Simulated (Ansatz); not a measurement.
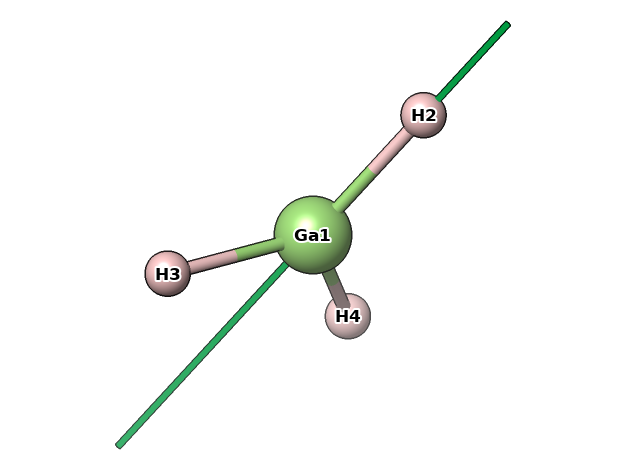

A line through the centre of mass is drawn in. Atoms fade into the background with distance from the viewer. Computed geometry: PBE0-D4/def2-TZVP optimisation.

> Is the line a proper rotation axis of the structure, and of what order?

Yes, a C2 axis. A turn by 180° leaves Ga1, H2 in place and moves H3 ↔ H4. The point group is D3h.
